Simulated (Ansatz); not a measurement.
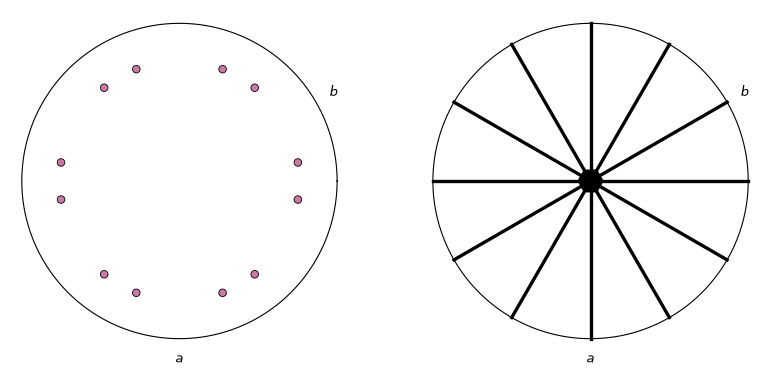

Stereographic projection: filled dots lie in the upper hemisphere, open rings in the lower; heavy lines are mirror planes (a heavy rim: a mirror in the plane of the page); lens, triangle, square and hexagon are 2-, 3-, 4- and 6-fold axes, a lens in an open square is −4, a triangle in an open hexagon −6; thin dashed diameters join the ends of axes that lie in the page; a small open circle marks inversion. The c axis points at the viewer. Left: one general form; right: the symmetry elements. Computed from the symmetry operations of a computed or model structure of composition Cs2B3N, which need not be its known form.

Question: Identify the point group and its elements.

Answer: 6mm (C6v), order 12, hexagonal system: one sixfold axis, six mirror planes.

Question: Which physical properties does it allow?

Answer: It is not centrosymmetric; polar, so pyroelectricity and piezoelectricity are allowed; it is not chiral.
